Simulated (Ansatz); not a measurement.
# BLYP/def2-SVP run of C2H4AlFO (SMILES C=C[O][AlH][F])

What is the energy change on altering one bond length of C2H4AlFO at BLYP/def2-SVP? 

The calculation is run with Ansatz 0.2.0.

127 further runs of the same task are left out: 127 set aside as unsound or not needed.

**1. Starting point**

C2H4AlFO has 9 atoms, charge 0, and is taken as a singlet. As SMILES, `C=C[O][AlH][F]`. Geometry: relaxed at PBE0-D4/def2-TZVP. This is one conformer, not always the lowest.

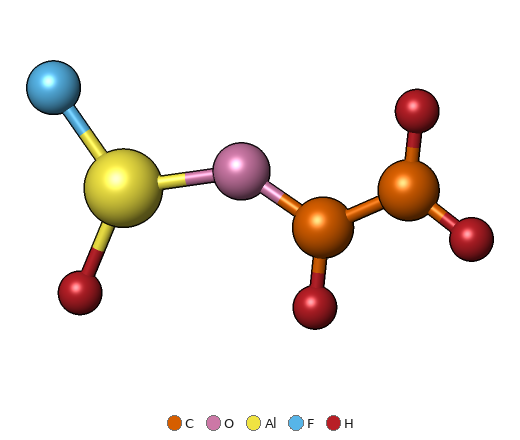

The structure, seen from a chosen angle (carbon orange, oxygen pink, aluminium yellow, fluorine blue, hydrogen red).

**2. A single-point energy at BLYP/def2-SVP**

run.yaml reads:

```yaml
crystal:
  periodic: [false, false, false]
  atoms:
    - {symbol: C, position_ang: [-1.562000, -0.360100, 1.103900]}
    - {symbol: C, position_ang: [-0.728000, -0.312900, 0.075500]}
    - {symbol: O, position_ang: [0.490300, 0.256500, 0.139600]}
    - {symbol: Al, position_ang: [1.800800, 0.519300, -0.884800]}
    - {symbol: F, position_ang: [3.087600, 1.301600, -0.235000]}
    - {symbol: H, position_ang: [-1.297700, 0.065300, 2.064100]}
    - {symbol: H, position_ang: [-2.527700, -0.832200, 0.988500]}
    - {symbol: H, position_ang: [-0.999000, -0.743100, -0.888800]}
    - {symbol: H, position_ang: [1.824300, 0.059200, -2.380300]}
basis:
  gaussian:
    orbitals: def2-SVP
magnetization:
  spin_polarized: false
  initial_magnetization: 0
hamiltonian:
  xc: {name: BLYP}
accuracy: high
output:
  orbitals: {seedname: orbitals}
```

Started as:

```bash
$ ansatz run run.yaml --threads 1 --pin off --max-ram 3480MiB --events-out events.jsonl --progress --plain --runs-dir runs
```

What it wrote:

```text
Warning: RAYON_NUM_THREADS=1 ignored (pool sized by the plan → 1); use --threads N
Functional definition: BLYP
  name "BLYP"
  parameter beta = 0.0042
  parameter a = 0.04918
  parameter b = 0.132
  parameter c = 0.2533
  parameter d = 0.349
  exchange = b88_x(beta = beta)
  correlation = lyp_c(a = a, b = b, c = c, d = d)
2095 factors; integrals over basis functions are off by at most 5.5e-9 eV
mean field evaluation 1: about -13481.9303 eV, gradient 7.3e1 eV
mean field evaluation 2: about -13435.5429 eV, gradient 1.6e2 eV
mean field evaluation 4: about -13492.6601 eV, gradient 1.9e1 eV
mean field evaluation 8: about -13493.4225 eV, gradient 4.6e-1 eV
mean field evaluation 16: about -13493.4221 eV, gradient 2.4e-5 eV
mean field -13493.42214986 eV, -495.8741178372 hartree, gradient 2.8e-8 eV, S^2 0.000000; 0 other end points of the search recorded, 0 dependent functions left out
reference -13493.42221122 eV, -495.8741200923 hartree; 23, 23 occupied and 71, 71 virtual orbitals, 2095 factors
Total energy: -13493.42221122 eV, -495.8741200923 hartree
```

Wall time 7.5 s (1 thread of Arm Neoverse V1, shared host); peak memory 0.24 GiB.

**3. The distorted shape at the same level**

run.yaml reads:

```yaml
crystal:
  periodic: [false, false, false]
  atoms:
    - symbol: C
      position_ang: [-1.694140, -0.572784, 0.623836]
    - symbol: C
      position_ang: [-0.860140, -0.525584, -0.404564]
    - symbol: O
      position_ang: [0.358160, 0.043816, -0.340464]
    - symbol: Al
      position_ang: [1.668660, 0.306616, -1.364864]
    - symbol: F
      position_ang: [2.955460, 1.088916, -0.715064]
    - symbol: H
      position_ang: [-1.297700, 0.065300, 2.064100]
    - symbol: H
      position_ang: [-2.659840, -1.044884, 0.508436]
    - symbol: H
      position_ang: [-1.131140, -0.955784, -1.368864]
    - symbol: H
      position_ang: [1.692160, -0.153484, -2.860364]
basis:
  gaussian:
    orbitals: def2-SVP
hamiltonian:
  xc: {name: BLYP}
accuracy: high
output: {orbitals: {seedname: orbitals}}
```

Started as:

```bash
$ ansatz run run.yaml --threads 1 --pin off --max-ram 3480MiB --events-out events.jsonl --progress --plain --runs-dir runs
```

What it wrote:

```text
Warning: RAYON_NUM_THREADS=1 ignored (pool sized by the plan → 1); use --threads N
Functional definition: BLYP
  name "BLYP"
  parameter beta = 0.0042
  parameter a = 0.04918
  parameter b = 0.132
  parameter c = 0.2533
  parameter d = 0.349
  exchange = b88_x(beta = beta)
  correlation = lyp_c(a = a, b = b, c = c, d = d)
2093 factors; integrals over basis functions are off by at most 8.8e-9 eV
mean field evaluation 1: about -13479.2206 eV, gradient 7.4e1 eV
mean field evaluation 2: about -13420.1380 eV, gradient 1.7e2 eV
mean field evaluation 4: about -13490.6179 eV, gradient 2.1e1 eV
mean field evaluation 8: about -13491.4997 eV, gradient 4.2e-1 eV
mean field evaluation 16: about -13491.4973 eV, gradient 5.9e-5 eV
mean field -13491.49727521 eV, -495.8033799988 hartree, gradient 4.7e-8 eV, S^2 0.000000; 0 other end points of the search recorded, 0 dependent functions left out
reference -13491.49733709 eV, -495.8033822728 hartree; 23, 23 occupied and 71, 71 virtual orbitals, 2093 factors
Total energy: -13491.49733709 eV, -495.8033822728 hartree
```

It took 7.5 s on 1 thread of Arm Neoverse V1, shared host; peak memory 0.24 GiB.

**4. Summary of results**

Level: BLYP/def2-SVP.

| quantity | value |
| --- | --- |
| first shape: total energy | -495.87412 Eh |
| first shape: HOMO energy | -5.50 eV |
| first shape: LUMO energy | -1.29 eV |
| first shape: HOMO–LUMO gap | 4.22 eV |
| distorted shape: total energy | -495.80338 Eh |
| distorted shape: HOMO energy | -5.61 eV |
| distorted shape: LUMO energy | -1.31 eV |
| distorted shape: HOMO–LUMO gap | 4.30 eV |
| energy change with the C1–H6 bond stretched from 1.083 to 1.624 Å | 1.925 eV |

In words: With the C1–H6 bond stretched from 1.083 to 1.624 Å the energy rises by 1.92 eV (44 kcal/mol). The first shape isn't relaxed at this level, so the change isn't measured from a minimum.
